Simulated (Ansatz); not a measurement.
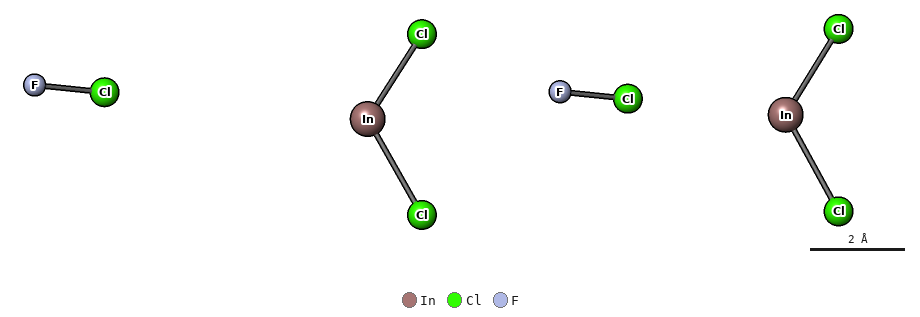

Two geometries of InCl$_{3}$F (multiplicity 2), drawn at one scale. One is the start of a relaxation, the other its converged end. Style: ball-and-stick. Shown at a tilt.

All numbers below come from UHF/def2-SVP (Ansatz 0.2.0). (collinear spin; force threshold 0.03 eV/Å; at most 50 steps)

### Which geometry has the lower energy?

The left one is the relaxed one. The run prepares an end point of a later path (reaction) calculation, from a guessed geometry. Over 8 geometry steps the energy falls by 0.105 eV. Largest force component: 2 eV/Å at the start, 0.0059 eV/Å at the end. The atom that moves furthest after the best rigid fit is the F atom (1.51 Å). By element the largest moves are F 1.51 Å, Cl 1.46 Å, In 0.97 Å. Among the contacts that change: Cl–F 1.565 → 1.613 Å. Cost: 18 s on 2 threads of Arm Neoverse V2, on a shared host, peak memory 0.31 GiB.

Limits of the set-up: the start holds two separate molecules, 3.6 Å apart at their closest, whose relative position is a soft coordinate and is computed without a dispersion correction; Hartree-Fock leaves out electron correlation.
